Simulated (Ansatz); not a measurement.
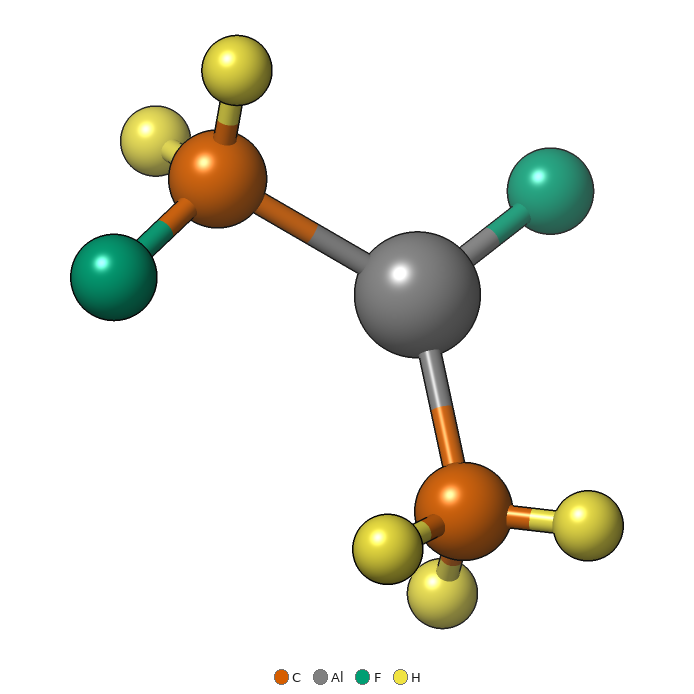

A ball-and-stick model of a molecule.

Computed geometry: PBE0-D4/def2-TZVP optimisation. No frequency run is at hand to confirm it as a minimum.

> What is the molecular formula?

C₂H₅AlF₂, 10 atoms: 2 carbon, 5 hydrogen, 1 aluminium and 2 fluorine.

> Give the symmetry (Schoenflies symbol).

C1.

> How many atoms are distinct by symmetry?

10: 1 C, 1 Al, 1 F, 1 C, 1 F, 1 H, 1 H, 1 H, 1 H, 1 H.

> Name functional groups in it.

Among them: C–F bond.

The parts below concern this one geometry. Atoms keep their numbers from picture to picture.

### Dipole moment

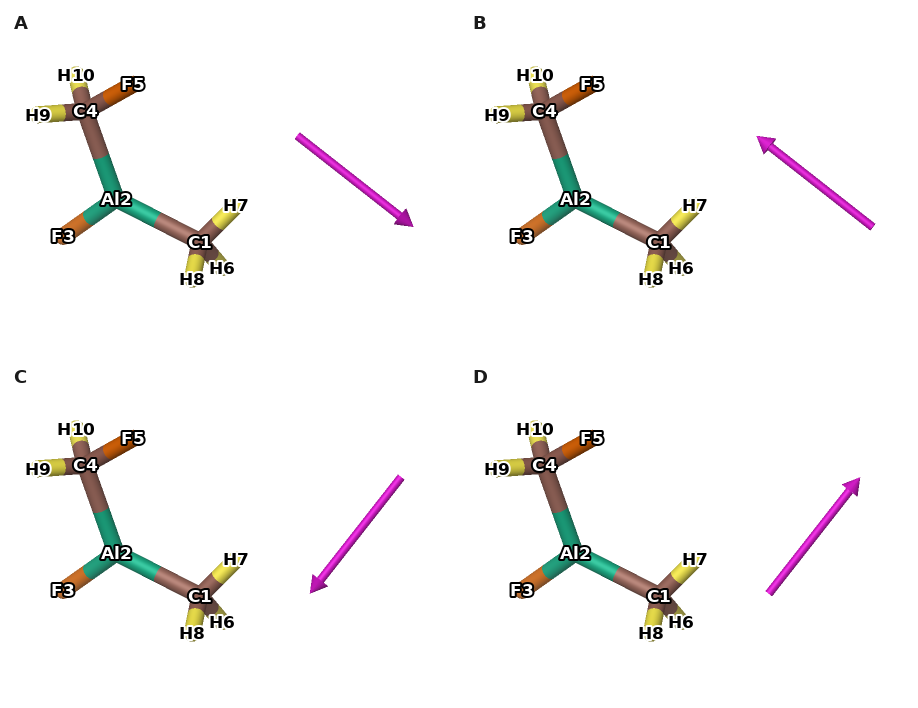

The same molecule four times, each with an arrow. No frequency run is at hand to confirm it as a minimum. Level of theory: RKS B3LYP-D4/def2-TZVPP (Ansatz 0.2.0).

> Which arrow points along the dipole moment, from the negative to the positive end?

A. The dipole moment is 0.36 D; it points from the side of H9, H10 to the side of H6 (the outermost atoms at the two ends).

### Levels of theory compared

No frequency run is at hand to confirm it as a minimum. Program: Ansatz 0.2.0.

Compare HOMO–LUMO gap (eV) at these levels: B3LYP-D4/def2-TZVPP; PBE-D4/def2-TZVPP; PBE0-D4/def2-TZVPP; r2SCAN-D4/def2-TZVPP; ωB97M-V/def2-TZVPP; ωB97X-V/def2-TZVPP.

```json
{"level": "B3LYP-D4/def2-TZVPP", "HOMO–LUMO gap (eV)": "6.80"}
{"level": "PBE-D4/def2-TZVPP", "HOMO–LUMO gap (eV)": "5.06"}
{"level": "PBE0-D4/def2-TZVPP", "HOMO–LUMO gap (eV)": "7.27"}
{"level": "r2SCAN-D4/def2-TZVPP", "HOMO–LUMO gap (eV)": "5.71"}
{"level": "ωB97M-V/def2-TZVPP", "HOMO–LUMO gap (eV)": "11.07"}
{"level": "ωB97X-V/def2-TZVPP", "HOMO–LUMO gap (eV)": "11.56"}
```

### Charges

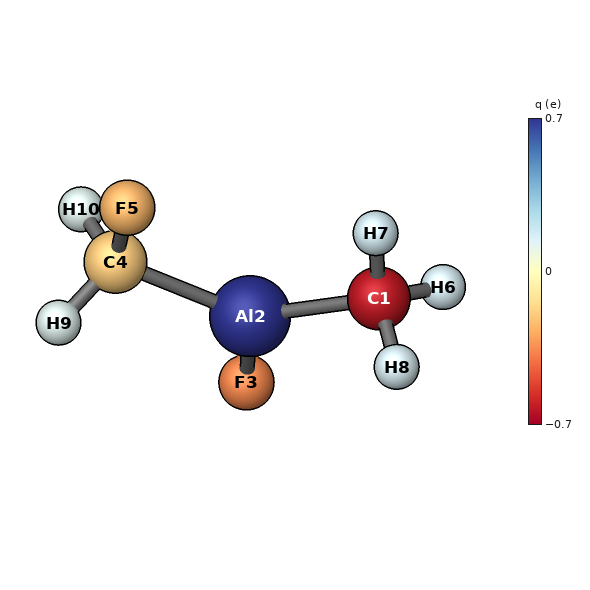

Atoms are coloured by their Mulliken charges. No frequency run is at hand to confirm it as a minimum. Level of theory: RKS PBE0-D4/def2-TZVP (Ansatz 0.2.0).

Give the Mulliken charges atom by atom.

| atom | value (e) |
| --- | --- |
| C1 | −0.61 |
| Al2 | 0.70 |
| F3 | −0.35 |
| C4 | −0.19 |
| F5 | −0.24 |
| H6 | 0.15 |
| H7 | 0.16 |
| H8 | 0.15 |
| H9 | 0.12 |
| H10 | 0.12 |

Mulliken values depend strongly on the basis set and can even reverse the polarity of a bond.
